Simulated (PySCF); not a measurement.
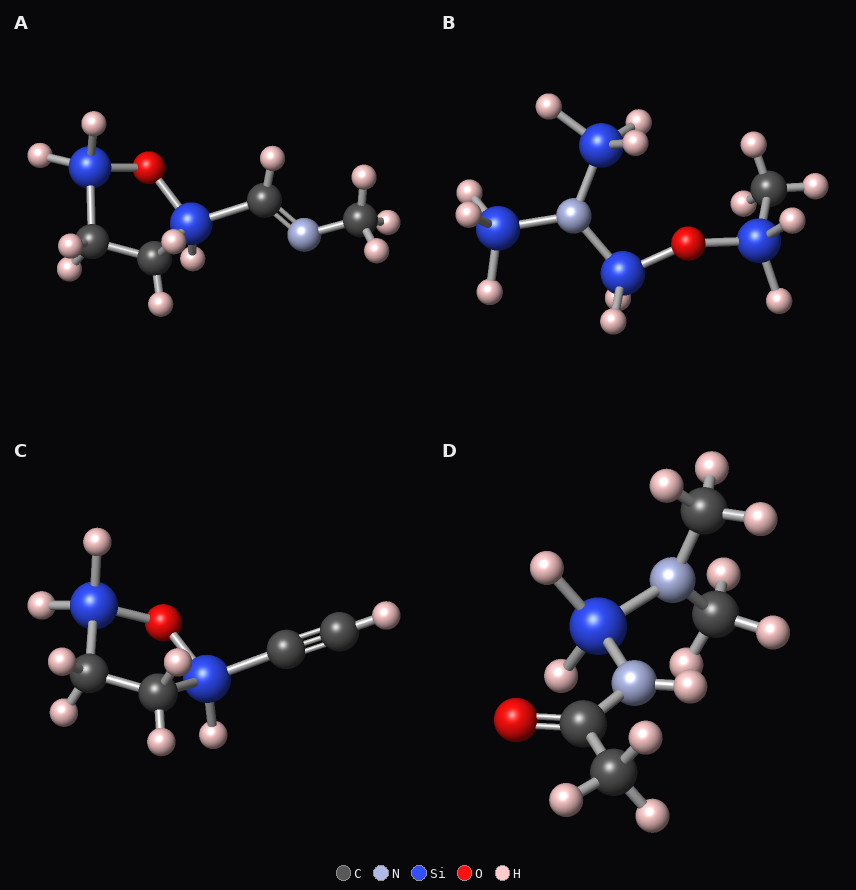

Source: calculation with PySCF.

> Match each picture to its SMILES.
(1) C/N=C/[Si@H]1CC[SiH2]O1
(2) CC(=O)N[SiH2]N(C)C
(3) C[SiH2]O[SiH2]N([SiH3])[SiH3]
(4) C#C[Si@H]1CC[SiH2]O1

A is (1), B is (3), C is (4), D is (2).
